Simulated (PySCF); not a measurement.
SMILES [OH][Ge]([CH2]C)([OH])[CH]=C (C4H10GeO2) at its GFN2-xTB optimised geometry (Å):

```
17

C      1.8626    -0.5555    -0.3533
C      1.1163     0.4755     0.0000
Ge    -0.8572     0.4755     0.0000
O     -1.5123    -0.1673    -1.5160
O     -1.2239     2.2072     0.0000
C     -1.8814    -0.5153     1.4048
C     -1.5751    -2.0043     1.4240
H      1.4232    -1.4865    -0.6766
H      2.9424    -0.5173    -0.3421
H      1.5749     1.3992     0.3207
H     -1.1477     0.2026    -2.3172
H     -2.1440     2.4451    -0.0906
H     -1.6573    -0.0710     2.3754
H     -2.9424    -0.3575     1.2060
H     -0.5238    -2.1782     1.6433
H     -1.8004    -2.4451     0.4567
H     -2.1738    -2.5060     2.1828
```

Computed with PBE0/def2-SVP (PySCF). Cells within 0.4 Å of a nucleus heavier than hydrogen are left out (blank, or x).

Map of the LUMO amplitude (bohr^(-3/2)) on the plane z = 0.0 Å; orbital energy -0.24 eV, overall sign arbitrary:

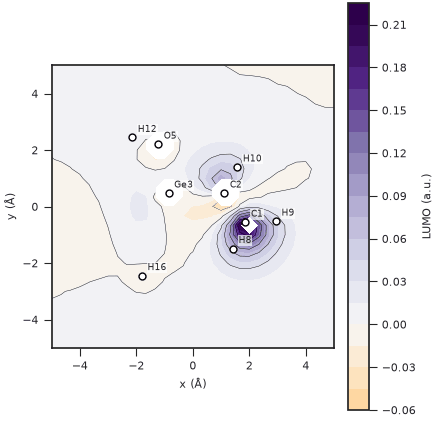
*LUMO amplitude (bohr^(-3/2)) on the plane z = 0.0 Å.*
